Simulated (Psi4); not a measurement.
# DLPNO-MP2/def2-SVP (density fitting, core potential, density fitting for correlation, pno convergence very_tight, sweep point 4) run of SnH2F2 (SMILES [F][SnH2][F])

What is the energy change on altering one bond length of SnH2F2 at DLPNO-MP2/def2-SVP (density fitting, core potential, density fitting for correlation, pno convergence very_tight, sweep point 4)? 

The calculation is run with Psi4 1.11.

### Step 1. The molecule

SnH2F2 has 5 atoms, charge 0, and is taken as a singlet. SMILES: `[F][SnH2][F]`. The shape is that of a PBE0-D4/def2-TZVP optimisation.

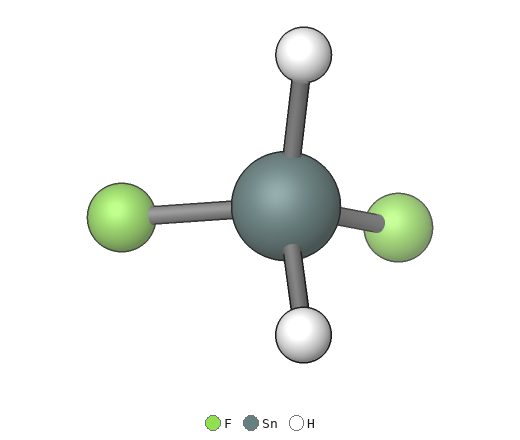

Viewed from a chosen angle; fluorine green, tin teal, hydrogen white.

### Step 2. The energy at DLPNO-MP2/def2-SVP (density fitting, core potential, density fitting for correlation, pno convergence very_tight, sweep point 4)

Input file input.inp:

```
memory 1600 MB

molecule m {
  0 1
  F     -0.64912092    -0.67330942     3.29076907
  Sn     0.24358570    -0.13832795    -0.16289439
  F     -2.32663080     2.09891881    -1.34624089
  H     -0.16516206    -2.92359529    -1.68015550
  H      2.99181440     1.49685206    -0.17952398
  units bohr
  symmetry c1
}

set {
  reference rhf
  puream true
  scf_type df
  num_frozen_docc 6
  pno_convergence very_tight
}

energy('dlpno-mp2/def2-SVP')
print_variables()
```

Started as:

```bash
$ psi4 -i input.inp -o input.out -n 1
```

input.out:

```text
[...]
    !!!  WARNING: ECP capability is in beta. Please check occupations closely.  !!!
[...]
  Running in c1 symmetry.
[...]
  Nuclear repulsion =  144.609737176078340
[...]
  Multiplicity = 1
[...]
  Nalpha       = 21
  Nbeta        = 21
[...]
    Number of basis functions: 64
[...]
   @DF-RHF iter   1:  -413.15783845695171   -2.40685e+00   8.22193e-03 DIIS/ADIIS
[...]
    Orbital Energies [Eh]
    ---------------------
    Doubly Occupied:
       1A    -26.239195     2A    -26.239178     3A     -5.929901
       4A     -4.122099     5A     -4.120970     6A     -4.118221
       7A     -1.518051     8A     -1.509888     9A     -1.388146
      10A     -1.387181    11A     -1.383951    12A     -1.376339
      13A     -1.361749    14A     -0.728635    15A     -0.625111
      16A     -0.621325    17A     -0.621276    18A     -0.603862
      19A     -0.590709    20A     -0.550272    21A     -0.490880
[...]
  @DF-RHF Final Energy:  -413.25619537156939
   => Energetics <=
    Nuclear Repulsion Energy =            144.6097371760783403
    One-Electron Energy =                -944.6779877001970362
    Two-Electron Energy =                 386.8120551525492488
    Total Energy =                       -413.2561953715693903
[...]
 Multipole Moments:
 ------------------------------------------------------------------------------------
     Multipole            Electronic (a.u.)      Nuclear  (a.u.)        Total (a.u.)
 ------------------------------------------------------------------------------------
 L = 1.  Multiply by 2.5417464519 to convert [e a0] to [Debye]
 Dipole X            :         13.3645645          -12.1669827            1.1975818
 Dipole Y            :         -6.5695301            5.9808578           -0.5886723
 Dipole Z            :         -8.7617491            7.9766790           -0.7850702
 Magnitude           :                                                    1.5482482
[...]
  @LMP2 iter   5:  -0.489768708434 -7.059e-08  7.493e-07
[...]
```

Wall time 4.5 s (1 thread of Intel Xeon Platinum 8375C at 2.90GHz (Ice Lake), shared host); peak memory 0.28 GiB.

### Step 3. The distorted shape, same level

Input file input.inp:

```
memory 1600 MB

molecule geom {
  0 1
  F      0.63593441    -1.79188744     3.88241776
  Sn     1.52864104    -1.25690598     0.42875429
  F     -2.32663080     2.09891881    -1.34624089
  H      1.11989328    -4.04217331    -1.08850681
  H      4.27686974     0.37827404     0.41212470
  units bohr
  symmetry c1
}

set {
  puream          true
  scf_type        df
  num_frozen_docc 6
  pno_convergence very_tight
}

e, wfn = energy("dlpno-mp2/def2-SVP", return_wfn=True)
```

Started as:

```bash
$ psi4 input.inp input.out -n 1
```

input.out:

```text
[...]
    !!!  WARNING: ECP capability is in beta. Please check occupations closely.  !!!
[...]
  Running in c1 symmetry.
[...]
  Nuclear repulsion =  122.577260793564051
[...]
  Multiplicity = 1
[...]
  Nalpha       = 21
  Nbeta        = 21
[...]
    Number of basis functions: 64
[...]
   @DF-RHF iter   1:  -412.97035521895089   -2.35975e+00   9.15976e-03 DIIS/ADIIS
[...]
    Orbital Energies [Eh]
    ---------------------
    Doubly Occupied:
       1A    -26.280700     2A    -26.109274     3A     -5.990679
       4A     -4.183305     5A     -4.180011     6A     -4.176748
       7A     -1.555532     8A     -1.448849     9A     -1.445798
      10A     -1.443575    11A     -1.440924    12A     -1.422438
      13A     -1.316375    14A     -0.747308    15A     -0.653508
      16A     -0.644730    17A     -0.613841    18A     -0.538784
      19A     -0.460159    20A     -0.459526    21A     -0.419260
[...]
  @DF-RHF Final Energy:  -413.12058188830736
   => Energetics <=
    Nuclear Repulsion Energy =            122.5772607935640508
    One-Electron Energy =                -900.3330414381035780
    Two-Electron Energy =                 364.6351987562321710
    Total Energy =                       -413.1205818883073562
[...]
 Multipole Moments:
 ------------------------------------------------------------------------------------
     Multipole            Electronic (a.u.)      Nuclear  (a.u.)        Total (a.u.)
 ------------------------------------------------------------------------------------
 L = 1.  Multiply by 2.5417464519 to convert [e a0] to [Debye]
 Dipole X            :         19.8537049          -17.3203858            2.5333191
 Dipole Y            :        -12.2100841           10.4666440           -1.7434401
 Dipole Z            :         -5.7974823            5.6040153           -0.1934669
 Magnitude           :                                                    3.0813501
[...]
  @LMP2 iter   6:  -0.502498720557 -7.692e-08  7.041e-07
[...]
```

Wall time 4.5 s (1 thread of Intel Xeon Platinum 8375C at 2.90GHz (Ice Lake), shared host); peak memory 0.28 GiB.

### Step 4. Outcome

At DLPNO-MP2/def2-SVP (density fitting, core potential, density fitting for correlation, pno convergence very_tight, sweep point 4), 6 core orbitals frozen:

| quantity | value |
| --- | --- |
| first shape: total energy | -413.74596 Eh |
| first shape: HOMO energy (Hartree–Fock orbitals) | -13.36 eV |
| first shape: LUMO energy (Hartree–Fock orbitals) | 2.53 eV |
| first shape: HOMO–LUMO gap (Hartree–Fock orbitals) | 15.89 eV |
| first shape: correlation energy (6 core orbitals frozen) | -489.8 mEh |
| distorted shape: total energy | -413.62308 Eh |
| distorted shape: HOMO energy (Hartree–Fock orbitals) | -11.41 eV |
| distorted shape: LUMO energy (Hartree–Fock orbitals) | -0.61 eV |
| distorted shape: HOMO–LUMO gap (Hartree–Fock orbitals) | 10.80 eV |
| distorted shape: correlation energy (6 core orbitals frozen) | -502.5 mEh |
| energy change with the Sn2–F3 bond stretched from 1.909 to 2.863 Å | 3.344 eV |

With the Sn2–F3 bond stretched from 1.909 to 2.863 Å the energy rises by 3.34 eV (323 kJ/mol). The first shape isn't relaxed at this level, so the change isn't measured from a minimum.
